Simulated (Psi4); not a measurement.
# BCl (SMILES [B]Cl) at SVWN5/def2-TZVPPD

Aim: the vertical ionisation energy of BCl at SVWN5/def2-TZVPPD, from 2 runs. 

Program for the calculation: Psi4 1.11.

## Step 1: The system as given

BCl has 2 atoms, charge 0, and is taken as a singlet. SMILES: `[B]Cl`. The coordinates come from a PBE0-D4/def2-TZVP relaxation.

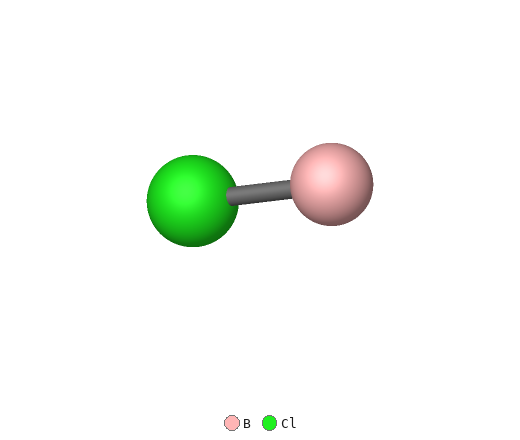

Viewed from a chosen angle; boron pink, chlorine green.

## Step 2: Energy and forces at SVWN5/def2-TZVPPD

The input, bcl.dat:

```
memory 2200 mb

molecule {
  B      0.000000     0.000000    -0.069660
  Cl     0.000000     0.000000     1.648190
  units angstrom
  symmetry c1
  no_reorient
  no_com
}

set {
  basis                def2-TZVPPD
  puream               true
  e_convergence        1e-09
  d_convergence        1e-08
  scf_type             pk
  dft_radial_points    99
  dft_spherical_points 590
}

e, wfn = gradient("scf", dft_functional={"name": "SVWN5", "x_functionals": {"LDA_X": {}}, "c_functionals": {"LDA_C_VWN": {}}}, return_wfn=True)
oeprop(wfn, "MULLIKEN_CHARGES", "DIPOLE", "QUADRUPOLE")
```

The run is started by

```bash
psi4 -i bcl.dat -o bcl.out -n 1
```

bcl.out:

```text
[...]
  Running in c1 symmetry.
[...]
  Nuclear repulsion =   26.183929276100940
[...]
  Multiplicity = 1
[...]
  Nalpha       = 11
  Nbeta        = 11
[...]
    Number of basis functions: 88
[...]
   @RKS iter   1:  -483.15113818926756   -1.46523e-01   4.50605e-03 DIIS/ADIIS
[...]
   @RKS iter   9:  -483.23312624437176   -3.22871e-11   8.31701e-09 DIIS
[...]
    Orbital Energies [Eh]
    ---------------------
    Doubly Occupied:
       1A   -100.354060     2A     -9.192855     3A     -7.046670
       4A     -7.044003     5A     -7.044003     6A     -6.542617
       7A     -0.819450     8A     -0.473059     9A     -0.363031
      10A     -0.363031    11A     -0.231927
[...]
  @RKS Final Energy:  -483.23312624437176
   => Energetics <=
    Nuclear Repulsion Energy =             26.1839292761009403
    One-Electron Energy =                -719.2635069191680941
    Two-Electron Energy =                 240.2275936783447037
    DFT Exchange-Correlation Energy =     -30.3811422796493069
    Empirical Dispersion Energy =           0.0000000000000000
    VV10 Nonlocal Energy =                  0.0000000000000000
    Total Energy =                       -483.2331262443717605
[...]
  -Total Gradient:
     Atom            X                  Y                   Z
    ------   -----------------  -----------------  -----------------
       1        0.000000000294     0.000000001544    -0.003107942580
       2       -0.000000000294    -0.000000001544     0.003108236897
[...]
 Multipole Moments:
 ------------------------------------------------------------------------------------
     Multipole            Electronic (a.u.)      Nuclear  (a.u.)        Total (a.u.)
 ------------------------------------------------------------------------------------
 L = 1.  Multiply by 2.5417464519 to convert [e a0] to [Debye]
 Dipole X            :          0.0000001            0.0000000            0.0000001
 Dipole Y            :          0.0000003            0.0000000            0.0000003
 Dipole Z            :        -51.6100675           52.2904793            0.6804119
 Magnitude           :                                                    0.6804119
 L = 2.  Multiply by 1.3450342976 to convert [e a0^2] to [Debye ang]
 Quadrupole XX       :        -13.9212260            0.0000000          -13.9212260
 Quadrupole XY       :          0.0000000            0.0000000            0.0000000
[...]
  Mulliken Charges: (a.u.)
   Center  Symbol    Alpha    Beta     Spin     Total
       1     B     2.50548  2.50548  0.00000 -0.01096
       2    CL     8.49452  8.49452  0.00000  0.01096
   Total alpha = 11.00000, Total beta = 11.00000, Total charge =  0.00000
    Psi4 run time: 0:00:13.91
```

Run time: 17 s. Hardware: 1 thread of Intel Xeon at 2.50GHz (Skylake/Cascade Lake), shared host; peak memory 0.39 GiB.

## Step 3: The doublet cation: the energy at USVWN5/def2-TZVPPD

The input, calc.in:

```
memory 2200 MB

molecule geom {
  1 2
  B
  Cl 1 1.71785
  symmetry c1
}

set basis def2-TZVPPD
set reference uks
set puream true
set e_convergence 1e-09
set d_convergence 1e-08
set scf_type pk
set dft_radial_points 99
set dft_spherical_points 590
set maxiter 100

energy('scf', dft_functional={"name": "SVWN5", "x_functionals": {"LDA_X": {}}, "c_functionals": {"LDA_C_VWN": {}}})
```

The run is started by

```bash
psi4 -i calc.in -o calc.out -n 1
```

calc.out:

```text
[...]
  Running in c1 symmetry.
[...]
  Nuclear repulsion =   26.183929276100937
[...]
  Multiplicity = 2
[...]
  Nalpha       = 11
  Nbeta        = 10
[...]
    Number of basis functions: 88
[...]
   @UKS iter   1:  -482.84496494841369    1.59652e-01   2.89468e-03 ADIIS/DIIS
[...]
   @UKS iter  10:  -482.86480840136738   -7.95808e-13   2.33854e-09 DIIS
[...]
   @S^2 Observed:                7.601234376E-01
[...]
    Orbital Energies [Eh]
    ---------------------
    Alpha Occupied:
       1A   -100.654201     2A     -9.486880     3A     -7.344323
       4A     -7.337225     5A     -7.337225     6A     -6.932754
       7A     -1.097846     8A     -0.759087     9A     -0.630732
      10A     -0.630732    11A     -0.590149
    Alpha Virtual:
      12A     -0.431385    13A     -0.431385    14A     -0.240022
      15A     -0.178767    16A     -0.116552    17A     -0.116552
      18A     -0.112549    19A     -0.112549    20A     -0.108116
      21A     -0.095544    22A     -0.048028    23A     -0.048028
      24A     -0.029423    25A     -0.029423    26A      0.005375
[...]
  @UKS Final Energy:  -482.86480840136738
   => Energetics <=
    Nuclear Repulsion Energy =             26.1839292761009368
    One-Electron Energy =                -712.7097934736511888
    Two-Electron Energy =                 233.7558226722945847
    DFT Exchange-Correlation Energy =     -30.0947668761116987
    Empirical Dispersion Energy =           0.0000000000000000
    VV10 Nonlocal Energy =                  0.0000000000000000
    Total Energy =                       -482.8648084013673838
[...]
 Multipole Moments:
 ------------------------------------------------------------------------------------
     Multipole            Electronic (a.u.)      Nuclear  (a.u.)        Total (a.u.)
 ------------------------------------------------------------------------------------
 L = 1.  Multiply by 2.5417464519 to convert [e a0] to [Debye]
 Dipole X            :          0.0000000            0.0000000            0.0000000
 Dipole Y            :          0.0000000            0.0000000            0.0000000
 Dipole Z            :         -2.0911514            0.8694190           -1.2217324
 Magnitude           :                                                    1.2217324
[...]
```

Wall time 12 s (1 thread of Intel Xeon at 2.50GHz (Skylake/Cascade Lake), shared host); peak memory 0.4 GiB.

## Step 4: What came out

Level: SVWN5/def2-TZVPPD.

| quantity | value |
| --- | --- |
| singlet BCl: total energy | -483.23313 Eh |
| singlet BCl: dipole moment | 1.73 D |
| singlet BCl: HOMO energy | -6.31 eV |
| singlet BCl: LUMO energy | -3.17 eV |
| singlet BCl: HOMO–LUMO gap | 3.15 eV |
| singlet BCl: largest force on an atom | 0.160 eV/Å |
| doublet cation: total energy | -482.86481 Eh |
| doublet cation: HOMO energy (highest over α and β) | -16.06 eV |
| doublet cation: LUMO energy (lowest over α and β) | -13.54 eV |
| doublet cation: ⟨S²⟩ | 0.760 |
| vertical ionisation energy (to the doublet cation) | 10.022 eV |

What this shows: The vertical ionisation energy comes to 10.02 eV (967 kJ/mol). −ε(HOMO) before ionisation, 6.31 eV, is 3.71 eV below this ionisation energy.
